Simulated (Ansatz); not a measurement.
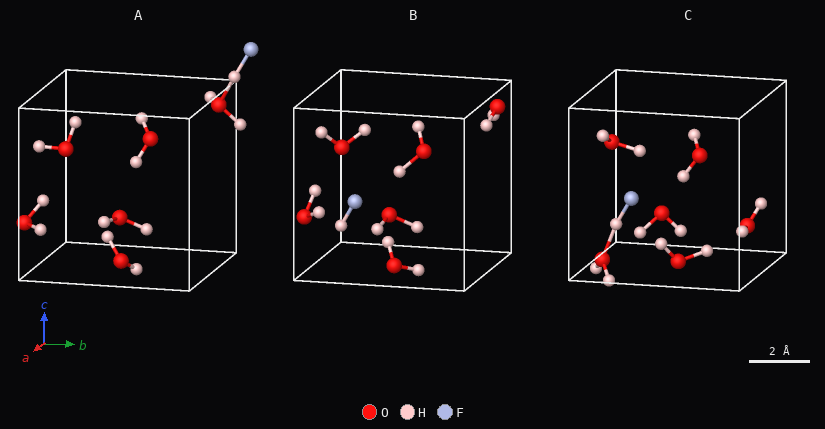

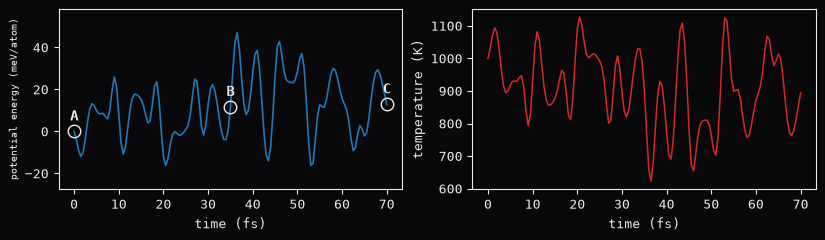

Molecular dynamics of a periodic cell with 6 H2O + 1 HF at 0.994 g/cm³, 70 fs long. It starts from the last geometry of an earlier run, with fresh velocities. Frames (A at 0 fs, B at 35 fs, C at 70 fs) and the history of the run. A ball-and-stick model of the simulation cell, seen slightly off an axis. Atoms that leave the cell re-enter on the other side.

Level of theory: DFT r2SCAN, scalar-relativistic, plane waves, PAW in Ansatz 0.2.0. Settings: plane-wave cutoff 500 eV; k-point mesh 1 × 1 × 1; Fermi-Dirac smearing 0.05 eV; low-accuracy preset; constant energy (NVE); velocities drawn for 1000 K; time step 0.5 fs.

Input file:
```yaml
accuracy: low
crystal:
  lattice:
    - [5.981424, 0.0, 0.0]
    - [0.0, 5.981424, 0.0]
    - [0.0, 0.0, 5.981424]
  atoms:
    - { symbol: O, position: [0.72211528, 0.69224225, 0.79930883] }
    - { symbol: H, position: [0.7675402, 0.62050921, 0.67035998] }
    - { symbol: H, position: [0.63063596, 0.61596116, 0.89308394] }
    - { symbol: O, position: [0.4194708, 0.43627539, 0.00788025] }
    - { symbol: H, position: [0.30279402, 0.49431075, -0.06177374] }
    - { symbol: H, position: [0.34672565, 0.33711918, 0.12580853] }
    - { symbol: O, position: [0.10953192, 0.92434711, 0.87447476] }
    - { symbol: H, position: [0.08192202, 1.04199188, 0.76152653] }
    - { symbol: H, position: [-0.03470017, 0.83531015, 0.88246398] }
    - { symbol: O, position: [0.88040908, 0.55589322, 0.3695649] }
    - { symbol: H, position: [1.04187424, 0.50897082, 0.37658046] }
    - { symbol: H, position: [0.83292961, 0.70018505, 0.29971539] }
    - { symbol: O, position: [0.66105774, -0.06396158, 0.25314034] }
    - { symbol: H, position: [0.77958122, 0.06338687, 0.24618784] }
    - { symbol: H, position: [0.57192239, 0.02083428, 0.36682047] }
    - { symbol: O, position: [0.57412653, 0.15481797, 0.67461282] }
    - { symbol: H, position: [0.52750291, 0.19838154, 0.82237681] }
    - { symbol: H, position: [0.60857834, 0.00826237, 0.68858677] }
    - { symbol: F, position: [0.12517563, 1.11718285, 0.21188318] }
    - { symbol: H, position: [0.15106185, 1.02710195, 0.05293558] }
basis:
  ecutwfc: 500.0
kpoints:
  mp_grid: { grid: [1, 1, 1] }
hamiltonian:
  xc: r2scan
scf:
  occupations: { method: fermi_dirac, width: 0.05 }
  lower_state_search: "off"
md:
  timestep: 0.5
  n_steps: 140
  ensemble: nve
  temperature: 1000.0
  initial_velocities: maxwell_boltzmann
  seed: 273878
```

Launched with:
```bash
ansatz run input.yaml --threads 1 --pin off --max-ram 3072MiB --backend cpu --events-out ev --progress --plain --runs-dir out
```

Describe the run.

Answer. Over the second half the temperature averages 864 K (spread ±124 K). The potential energy in the second half lies on average 16.7 meV per atom above the first frame. Root-mean-square distances from the starting positions over the second half, with the common drift of all atoms taken out: H 0.76 Å, O 0.55 Å, F 0.50 Å. The heavy atoms stay within a fraction of a molecule's size of their starting places; so short a run doesn't tell a liquid from a solid. The total energy stays between −0.94 and 0.73 meV per atom of its start. A straight-line fit has a slope that amounts to −0.0068 meV per atom over 70 fs (under 0.1 % of the mean kinetic energy), and the ripple about it is 2.4 % of the kinetic energy's fluctuation. With a drift under 2 % and a ripple under 7 %, the integration is accurate.

Limits of the set-up: the program's low-accuracy preset was used; the periodic images lie only 6.0 Å apart, so the values are limited by the cell's size.
